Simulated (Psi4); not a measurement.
**BF (SMILES [B]F): HF/STO-3G**

What is the vertical electron affinity of BF at HF/STO-3G? 

Program for the calculation: Psi4 1.11.

## Step 1: The structure to begin with

BF has 2 atoms, charge 0, and is taken as a singlet. SMILES: `[B]F`. The coordinates come from a PBE0-D4/def2-TZVP relaxation.

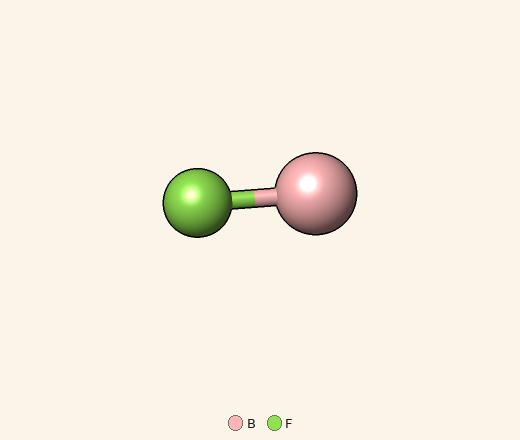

Viewed from a chosen angle; boron pink, fluorine green.

## Step 2: The energy at HF/STO-3G

File bf.dat:

```
memory 2200 MB

molecule system {
  0 1
  B      0.000000     0.000000    -0.009350
  F      0.000000     0.000000     1.253740
  symmetry c1
}

set {
  basis STO-3G
  reference rhf
  puream true
  e_convergence 1e-09
  d_convergence 1e-08
  scf_type pk
}

result, w = energy("scf", return_wfn=True)
```

Command:

```
$ psi4 -n 1 bf.dat bf.out
```

bf.out:

```text
[...]
  Running in c1 symmetry.
[...]
  Nuclear repulsion =   18.852951476260600
[...]
  Multiplicity = 1
[...]
  Nalpha       = 7
  Nbeta        = 7
[...]
    Number of basis functions: 10
[...]
   @RHF iter   1:  -122.34414479380038   -1.01311e+00   1.24759e-02 ADIIS/DIIS
[...]
   @RHF iter   8:  -122.35613445423151   -1.00187e-11   5.26264e-09 DIIS
[...]
    Orbital Energies [Eh]
    ---------------------
    Doubly Occupied:
       1A    -26.036162     2A     -7.349071     3A     -1.580284
       4A     -0.676638     5A     -0.572723     6A     -0.572723
       7A     -0.279687
[...]
  @RHF Final Energy:  -122.35613445423151
   => Energetics <=
    Nuclear Repulsion Energy =             18.8529514762605999
    One-Electron Energy =                -208.2835960224639109
    Two-Electron Energy =                  67.0745100919718169
    Total Energy =                       -122.3561344542315084
[...]
 Multipole Moments:
 ------------------------------------------------------------------------------------
     Multipole            Electronic (a.u.)      Nuclear  (a.u.)        Total (a.u.)
 ------------------------------------------------------------------------------------
 L = 1.  Multiply by 2.5417464519 to convert [e a0] to [Debye]
 Dipole X            :         -0.0000000            0.0000000           -0.0000000
 Dipole Y            :          0.0000000            0.0000000            0.0000000
 Dipole Z            :          0.1074697            0.3254674            0.4329372
 Magnitude           :                                                    0.4329372
[...]
```

Run time: 1.4 s. Hardware: 1 thread of Intel Xeon 6975P-C (Granite Rapids), shared host; peak memory 0.18 GiB.

## Step 3: The doublet anion

File input.inp:

```
memory 2200 MB

molecule geom {
  -1 2
  B      0.000000     0.000000    -0.009350
  F      0.000000     0.000000     1.253740
  symmetry c1
  no_reorient
  no_com
}

set {
  basis STO-3G
  reference uhf
  puream true
  e_convergence 1e-09
  d_convergence 1e-08
  scf_type pk
  maxiter 100
}

E, wfn = energy('hf', return_wfn=True)
```

Command:

```
$ psi4 input.inp input.out -n 1
```

input.out:

```text
[...]
  Running in c1 symmetry.
[...]
  Nuclear repulsion =   18.852951476260600
[...]
  Multiplicity = 2
[...]
  Nalpha       = 8
  Nbeta        = 7
[...]
    Number of basis functions: 10
[...]
   @UHF iter   1:  -122.02792148537347   -6.96883e-01   8.09263e-03 DIIS/ADIIS
[...]
   @UHF iter  10:  -122.03299561433695   -1.19371e-12   8.53624e-09 DIIS
[...]
   @S^2 Observed:                7.527169490E-01
[...]
    Orbital Energies [Eh]
    ---------------------
    Alpha Occupied:
       1A    -25.497884     2A     -6.679428     3A     -1.127359
       4A     -0.238436     5A     -0.180016     6A     -0.128388
       7A      0.140314     8A      0.319247
    Alpha Virtual:
       9A      0.794253    10A      1.265932
    Beta Occupied:
       1A    -25.494597     2A     -6.656660     3A     -1.113251
       4A     -0.215264     5A     -0.127382     6A     -0.112998
[...]
  @UHF Final Energy:  -122.03299561433695
   => Energetics <=
    Nuclear Repulsion Energy =             18.8529514762605999
    One-Electron Energy =                -214.8755027824811918
    Two-Electron Energy =                  73.9895556918836235
    Total Energy =                       -122.0329956143369543
  UHF NO Occupations:
  HONO-2 :    6  A 1.9998559
  HONO-1 :    7  A 1.9987849
[...]
 Multipole Moments:
 ------------------------------------------------------------------------------------
     Multipole            Electronic (a.u.)      Nuclear  (a.u.)        Total (a.u.)
 ------------------------------------------------------------------------------------
 L = 1.  Multiply by 2.5417464519 to convert [e a0] to [Debye]
 Dipole X            :          0.0000000            0.0000000            0.0000000
 Dipole Y            :          0.0000000            0.0000000            0.0000000
 Dipole Z            :        -21.1377861           21.2346824            0.0968963
 Magnitude           :                                                    0.0968963
[...]
```

It took 1.4 s on 1 thread of Intel Xeon 6975P-C (Granite Rapids), shared host; peak memory 0.18 GiB.

## Step 4: What came out

At HF/STO-3G:

| quantity | value |
| --- | --- |
| singlet BF: total energy | -122.35613 Eh |
| singlet BF: dipole moment | 1.10 D |
| singlet BF: HOMO energy | -7.61 eV |
| singlet BF: LUMO energy | 8.93 eV |
| singlet BF: HOMO–LUMO gap | 16.54 eV |
| doublet anion: total energy | -122.03300 Eh |
| doublet anion: HOMO energy (highest over α and β) | 8.69 eV |
| doublet anion: LUMO energy (lowest over α and β) | 21.61 eV |
| doublet anion: ⟨S²⟩ | 0.753 |
| vertical electron affinity (to the doublet anion) | -8.793 eV |

In words: The anion lies 8.79 eV (203 kcal/mol) above the neutral: the electron isn't bound at this level, and such a value depends on the basis. Without diffuse functions anions come out too high. Hartree–Fock misses the correlation that binds many anions. In a minimal basis such a difference can be off by several eV, whatever the method. The HOMO (doublet anion) lies at positive energy, 8.69 eV: the electron is unbound at this level or held by a compact basis; values depend on the basis.
